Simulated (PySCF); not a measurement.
Consider C8H11FSi.

```tsv
atom	x (Å)	y (Å)	z (Å)
F	-4.4158	0.7175	1.2077
C	-4.0130	0.4150	-0.0739
C	-3.3520	-0.9590	-0.2345
Si	-2.1753	0.4828	-0.5475
C	-0.9374	0.9628	0.8119
C	0.3510	0.3455	0.5895
C	1.4056	-0.1906	0.3860
C	2.6792	-0.7970	0.1526
C	3.6287	-0.1542	-0.8242
C	3.9274	-0.1088	0.6398
H	-4.8258	0.6594	-0.7492
H	-3.7356	-1.5667	-1.0413
H	-3.2753	-1.5243	0.6845
H	-1.8699	0.8406	-1.9224
H	-0.8074	2.0479	0.8362
H	-1.3239	0.6567	1.7876
H	2.6593	-1.8809	0.1886
H	3.3111	0.7587	-1.3052
H	4.2211	-0.8001	-1.4546
H	4.7274	-0.7225	1.0254
H	3.8117	0.8343	1.1521
```

Geometry: GFN2-xTB.

The calculation used PBE0/pcSseg-1, SCF density, gas phase, non-relativistic in PySCF.

Predict the electron density and electron localisation function between the atoms.

C–C (1.20 Å): ρ is about 2.7 e/Å³ halfway; the ELF peaks at about 0.85 between the atoms: a short, multiple covalent bond.
C–H (1.08 Å): ρ is about 2 e/Å³ halfway; the ELF climbs to about 1 towards the hydrogen, as it does in any bond to H; a covalent bond by its length.

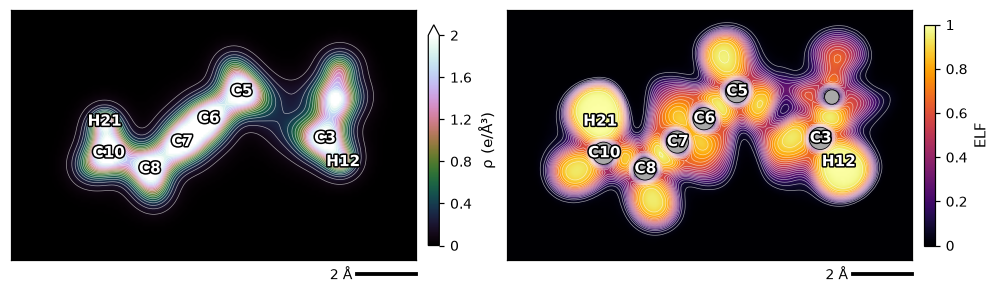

Computed electron density and electron localisation function on the plane of atoms C8, C10 and H21, in this order. Grey discs cover the atomic cores in the ELF map. 
